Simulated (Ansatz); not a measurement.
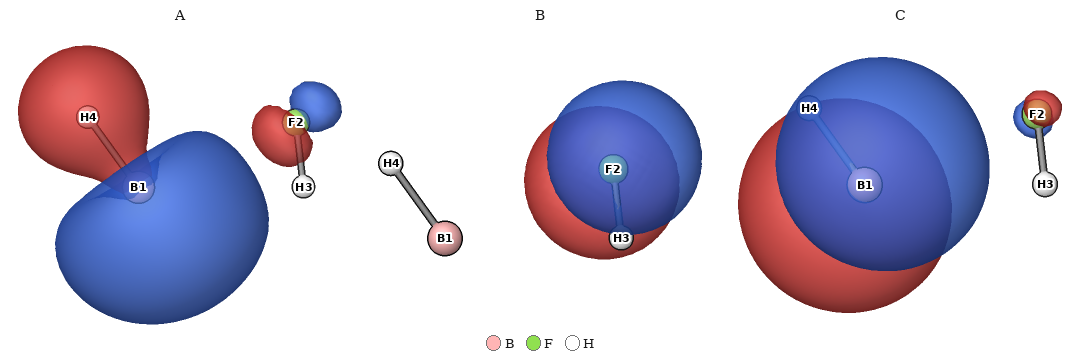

Figure 1: BH···HF. Three frontier orbitals at ±0.1 Å⁻³ᐟ² (blue and red are the two phases), in no order.

Computed with RKS B3LYP-D4/def2-mTZVP (Ansatz 0.2.0).

Input

```
crystal:
  periodic: [false, false, false]
  atoms:
    - { symbol: B, position_ang: [0.0, 0.0, 0.0] }
    - { symbol: F, position_ang: [0.8785, 0.0, 1.2404] }
    - { symbol: H, position_ang: [1.3883, 0.0, 0.0683] }
    - { symbol: H, position_ang: [-1.0305, 0.0, -0.595] }
basis:
  gaussian: { orbitals: def2-mTZVP }
hamiltonian:
  xc: b3lyp
  dispersion: d4
relax:
  f_tol: 0.15
  max_steps: 25
  restrain:
    - { distance: [1, 2], at: 0.92, k: 30.0 }
    - { distance: [0, 1], at: 2.52, k: 30.0 }
    - { distance: [0, 2], at: 2.39, k: 30.0 }
output:
  orbitals: {}
```

Run with:

```sh
ansatz run input.yaml --threads 1 --pin off --max-ram 2048MiB --backend cpu --events-out ev --progress --plain --runs-dir out
```

The fields are those of the run's last geometry, not of the input's.

Q: Order the three orbitals by energy and name them.

A: B is the HOMO−1 (−11.64 eV). By Hirshfeld shares it lies mainly on F2 (about 95 %); it changes sign across the molecular plane (π type). A is the HOMO (−6.56 eV). Its weight (Hirshfeld) is mainly on B1 (about 80 %) and H4 (about 15 %); it is symmetric in the molecular plane (an in-plane orbital: σ, lone-pair or in-plane π type). C is the LUMO (−2.57 eV). Its weight (Hirshfeld) is mainly on B1 (about 90 %) and H4 (about 10 %); it changes sign across the molecular plane (π type).

Q: What is the HOMO–LUMO gap?

A: 3.99 eV between the orbital energies.
